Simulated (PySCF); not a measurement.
**One shape, several levels: CH4Cl2Si (methyldichlorosilane)**

We compute a comparison of 6 runs (HF/3-21G, B3LYP/cc-pVDZ, PBE0/6-31G**, PBE0/def2-SVP, B3LYP/pcseg-2, MP2/def2-TZVP) of CH4Cl2Si (methyldichlorosilane). 

The results are computed with PySCF 2.14.0.

## 1. Starting point

The species is CH4Cl2Si (8 atoms), meant as a singlet with charge 0. As SMILES, `C[SiH](Cl)Cl`. Geometry: relaxed at PBE0-D4/def2-TZVP.

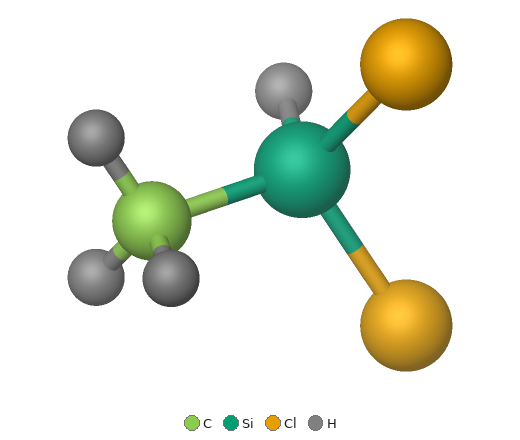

The structure, seen from a chosen angle (carbon green, silicon teal, chlorine amber, hydrogen grey).

## 2. Energy and gradient at HF/3-21G (run 1)

Contents of input.py:

```python
# C[SiH](Cl)Cl
from pyscf import gto

mol = gto.Mole()
mol.atom = '''
C       -0.168200       1.000100      -0.143000
Si       0.058100      -0.802700       0.188900
Cl       1.964700      -1.153600       0.852700
Cl      -0.248000      -1.870300      -1.533000
H       -1.182600       1.191400      -0.501000
H       -0.003400       1.573900       0.772100
H        0.539900       1.340100      -0.901100
H       -0.868500      -1.335900       1.208600
'''
mol.basis = '3-21g'
mol.charge = 0
mol.max_memory = 1860
mol.verbose = 4
mol.build()

mf = mol.RHF()
mf.conv_tol = 1e-10
mf.kernel()
if not mf.converged:
    mf = mf.newton().run(mf.mo_coeff, mf.mo_occ)

energy = mf.e_tot
print('Final energy', energy)
grad = mf.nuc_grad_method().kernel()
mf.analyze()
```

The run is started by

```sh
$ OMP_NUM_THREADS=1 python input.py
```

Standard output:

```text
PySCF version 2.14.0

[... 75 lines left out ...]
Nuclear Repulsion Energy =             273.379760040147630
[... 7 lines left out ...]
MO #2   energy= -104.112234978433  occ= 2
[... 5 lines left out ...]
MO #8   energy= -7.97166253247394  occ= 2
[... 5 lines left out ...]
MO #14  energy= -4.31317051433203  occ= 2
[... 5 lines left out ...]
MO #20  energy= -0.72589677233374  occ= 2
[... 5 lines left out ...]
MO #26  energy= -0.481517008772401 occ= 2
[... 5 lines left out ...]
MO #32  energy= 0.202277604538748  occ= 0
[... 5 lines left out ...]
MO #38  energy= 0.471867090985528  occ= 0
[... 5 lines left out ...]
MO #44  energy= 0.787405350277059  occ= 0
[... 5 lines left out ...]
MO #50  energy= 1.05588966786083   occ= 0
[... 5 lines left out ...]
MO #56  energy= 1.97111758967715   occ= 0
[... 28 lines left out ...]
pop of  2 Cl 2px          1.99988
pop of  2 Cl 2py          1.99994
pop of  2 Cl 2pz          1.99993
pop of  2 Cl 3px          1.60522
pop of  2 Cl 3py          1.93776
pop of  2 Cl 3pz          1.90005
pop of  2 Cl 4px          0.00147
pop of  2 Cl 4py          0.00182
pop of  2 Cl 4pz          0.00165
pop of  3 Cl 1s           1.99999
pop of  3 Cl 2s           1.99966
pop of  3 Cl 3s           1.86300
pop of  3 Cl 4s           0.00321
pop of  3 Cl 2px          1.99994
pop of  3 Cl 2py          1.99992
pop of  3 Cl 2pz          1.99989
pop of  3 Cl 3px          1.93087
pop of  3 Cl 3py          1.84589
pop of  3 Cl 3pz          1.66625
pop of  3 Cl 4px          0.00154
pop of  3 Cl 4py          0.00182
pop of  3 Cl 4pz          0.00159
pop of  4 H 1s            0.86536
pop of  4 H 2s            0.00897
pop of  5 H 1s            0.86537
pop of  5 H 2s            0.00897
pop of  6 H 1s            0.86266
pop of  6 H 2s            0.00948
pop of  7 H 1s            1.09263
pop of  7 H 2s            0.00312
 ** Mulliken atomic charges  **
charge of    0C =     -0.55117
charge of    1Si =      0.89489
charge of    2Cl =     -0.31360
charge of    3Cl =     -0.31356
charge of    4H =      0.12567
charge of    5H =      0.12566
charge of    6H =      0.12786
charge of    7H =     -0.09575
Dipole moment(X, Y, Z, Debye): -2.04220,  2.66909,  1.09140
```

Wall time 2.3 s (1 thread of Intel Xeon at 2.70GHz, shared host); peak memory 0.13 GiB.

## 3. Energy and gradient at B3LYP/cc-pVDZ (run 2)

Contents of geometry.xyz:

```xyz
8
CH4Cl2Si
C     -0.168200     1.000100    -0.143000
Si     0.058100    -0.802700     0.188900
Cl     1.964700    -1.153600     0.852700
Cl    -0.248000    -1.870300    -1.533000
H     -1.182600     1.191400    -0.501000
H     -0.003400     1.573900     0.772100
H      0.539900     1.340100    -0.901100
H     -0.868500    -1.335900     1.208600
```

Contents of job.py:

```python
from pyscf import gto, dft

mol = gto.M(
    atom='geometry.xyz',
    basis='cc-pvdz',
    verbose=4,
    max_memory=1860,
)

mf = dft.RKS(mol)
mf.xc = 'b3lyp'
mf.conv_tol = 1e-10
mf.grids.level = 5
mf.kernel()
if not mf.converged:
    mf = mf.newton().run(mf.mo_coeff, mf.mo_occ)

e_final = mf.e_tot
print('Final energy', e_final)
grad = mf.nuc_grad_method().kernel()
mf.analyze()
```

The run is started by

```sh
$ OMP_NUM_THREADS=1 python job.py
```

Standard output:

```text
PySCF version 2.14.0

[... 94 lines left out ...]
Two-electron Energy =                  746.604376579454197
[... 10 lines left out ...]
MO #7   energy= -7.21782313538612  occ= 2
[... 8 lines left out ...]
MO #16  energy= -3.70996719078965  occ= 2
[... 8 lines left out ...]
MO #25  energy= -0.386738765759256 occ= 2
[... 8 lines left out ...]
MO #34  energy= 0.10745494004026   occ= 0
[... 8 lines left out ...]
MO #43  energy= 0.381520270323747  occ= 0
[... 8 lines left out ...]
MO #52  energy= 0.621100911444121  occ= 0
[... 8 lines left out ...]
MO #61  energy= 0.7741017918704    occ= 0
[... 8 lines left out ...]
MO #70  energy= 1.12759933898078   occ= 0
[... 8 lines left out ...]
MO #79  energy= 1.6289810148116    occ= 0
[... 8 lines left out ...]
MO #88  energy= 2.43546919079712   occ= 0
[... 60 lines left out ...]
pop of  3 Cl 3py          1.83460
pop of  3 Cl 3pz          1.66353
pop of  3 Cl 4px          0.00099
pop of  3 Cl 4py          0.00179
pop of  3 Cl 4pz          0.00233
pop of  3 Cl 3dxy         0.00091
pop of  3 Cl 3dyz         0.00555
pop of  3 Cl 3dz^2        0.00420
pop of  3 Cl 3dxz         0.00209
pop of  3 Cl 3dx2-y2      0.00105
pop of  4 H 1s            0.86601
pop of  4 H 2s            0.00760
pop of  4 H 2px           0.00098
pop of  4 H 2py           0.00021
pop of  4 H 2pz           0.00017
pop of  5 H 1s            0.86602
pop of  5 H 2s            0.00760
pop of  5 H 2px           0.00005
pop of  5 H 2py           0.00053
pop of  5 H 2pz           0.00076
pop of  6 H 1s            0.86430
pop of  6 H 2s            0.00836
pop of  6 H 2px           0.00047
pop of  6 H 2py           0.00027
pop of  6 H 2pz           0.00057
pop of  7 H 1s            1.09564
pop of  7 H 2s            0.00586
pop of  7 H 2px           0.00184
pop of  7 H 2py           0.00089
pop of  7 H 2pz           0.00231
 ** Mulliken atomic charges  **
charge of    0C =     -0.55231
charge of    1Si =      0.85860
charge of    2Cl =     -0.28795
charge of    3Cl =     -0.28791
charge of    4H =      0.12504
charge of    5H =      0.12503
charge of    6H =      0.12603
charge of    7H =     -0.10654
Dipole moment(X, Y, Z, Debye): -1.07232,  1.81647,  0.44797
```

Run time: 36 s. Hardware: 1 thread of Intel Xeon at 2.70GHz, shared host; peak memory 0.86 GiB.

Runs 3 to 5 aren't shown in full; the table further down has their settings and results.

## 4. Energy and gradient at MP2/def2-TZVP (run 6)

Contents of run.py:

```python
import pyscf.grad
from pyscf import gto, scf, mp

mol = gto.Mole()
mol.atom = '''
C   -0.168200   1.000100  -0.143000
Si   0.058100  -0.802700   0.188900
Cl   1.964700  -1.153600   0.852700
Cl  -0.248000  -1.870300  -1.533000
H   -1.182600   1.191400  -0.501000
H   -0.003400   1.573900   0.772100
H    0.539900   1.340100  -0.901100
H   -0.868500  -1.335900   1.208600
'''
mol.basis = 'def2-tzvp'
mol.verbose = 4
mol.max_memory = 1860
mol.charge = 0
mol.build()

myscf = scf.RHF(mol)
myscf.conv_tol = 1e-10
myscf.kernel()
if not myscf.converged:
    myscf = myscf.newton().run(myscf.mo_coeff, myscf.mo_occ)

pt = mp.MP2(myscf, frozen=16).run()
e_final = pt.e_tot
print('E(%s) = %.9f' % ('MP2', e_final))
grad = pt.Gradients().kernel()
dip = myscf.dip_moment()
pop, q = myscf.mulliken_pop()
```

The run is started by

```sh
$ OMP_NUM_THREADS=1 python run.py
```

Standard output:

```text
PySCF version 2.14.0

[... 62 lines left out ...]
converged SCF energy = -1248.30476075774
[... 17 lines left out ...]
Dipole moment(X, Y, Z, Debye): -1.09433,  1.73899,  0.49162
[... 136 lines left out ...]
pop of  3 Cl 4f-3         0.00006
pop of  3 Cl 4f-2         0.00029
pop of  3 Cl 4f-1         0.00093
pop of  3 Cl 4f+0         0.00041
pop of  3 Cl 4f+1         0.00028
pop of  3 Cl 4f+2         0.00040
pop of  3 Cl 4f+3         0.00005
pop of  4 H 1s            0.26021
pop of  4 H 2s            0.48288
pop of  4 H 3s            0.10227
pop of  4 H 2px           0.01274
pop of  4 H 2py           0.00545
pop of  4 H 2pz           0.00501
pop of  5 H 1s            0.26020
pop of  5 H 2s            0.48288
pop of  5 H 3s            0.10228
pop of  5 H 2px           0.00404
pop of  5 H 2py           0.00822
pop of  5 H 2pz           0.01095
pop of  6 H 1s            0.26009
pop of  6 H 2s            0.47994
pop of  6 H 3s            0.10004
pop of  6 H 2px           0.00819
pop of  6 H 2py           0.00623
pop of  6 H 2pz           0.00898
pop of  7 H 1s            0.24228
pop of  7 H 2s            0.56147
pop of  7 H 3s            0.22481
pop of  7 H 2px           0.00382
pop of  7 H 2py           0.00170
pop of  7 H 2pz           0.00456
 ** Mulliken atomic charges  **
charge of    0C =     -0.48915
charge of    1Si =      0.74574
charge of    2Cl =     -0.30870
charge of    3Cl =     -0.30865
charge of    4H =      0.13144
charge of    5H =      0.13143
charge of    6H =      0.13653
charge of    7H =     -0.03865
```

Run time: 2.7 min. Hardware: 1 thread of Intel Xeon at 2.70GHz, shared host; peak memory 1.9 GiB.

## 5. Overview of the runs

```
run                               level  integration grid  frozen core orbitals   energy (Eh)  dipole moment (D) of the reference  HOMO energy (eV)  LUMO energy (eV)  wall time
  1                            HF/3-21G                 –                     –  -1242.063265                                3.53            -12.35              3.77      2.3 s
  2                       B3LYP/cc-pVDZ                 5                     –  -1250.568026                                2.16             -8.47              0.60       36 s
  3  PBE0/6-31G** (spherical functions)                 5                     –  -1249.990285                                2.49             -8.85              0.57       52 s
  4                       PBE0/def2-SVP                 5                     –  -1249.635677                                2.07             -8.72              0.98       32 s
  5                       B3LYP/pcseg-2                 5                     –  -1250.656100                                2.14             -8.68              0.17    3.8 min
  6                       MP2/def2-TZVP                 –                    16  -1248.961777                                2.11            -12.08              3.61    2.7 min
```

## 6. What came out

| quantity | value |
| --- | --- |
| run 6: total energy | -1248.96178 Eh |
| run 6: dipole moment (Hartree–Fock density) | 2.11 D |
| run 6: HOMO energy (Hartree–Fock orbitals) | -12.08 eV |
| run 6: LUMO energy (Hartree–Fock orbitals) | 3.61 eV |
| run 6: HOMO–LUMO gap (Hartree–Fock orbitals) | 15.69 eV |
| run 6: correlation energy (16 core orbitals frozen) | -657.0 mEh |
| run 6: largest force on an atom | 0.168 eV/Å |

**Reading.** Over runs 1, 2, 3, 4, 5 the dipole moment (its size) runs from 2.07 D (PBE0/def2-SVP) to 3.53 D (HF/3-21G). The two ends differ in method and basis. Over runs 1, 2, 3, 4, 5 the HOMO–LUMO gap runs from 8.86 eV (B3LYP/pcseg-2) to 16.12 eV (HF/3-21G). Totals of different functionals can't be ranked against each other. All runs together took 8.5 min, the longest 3.8 min.
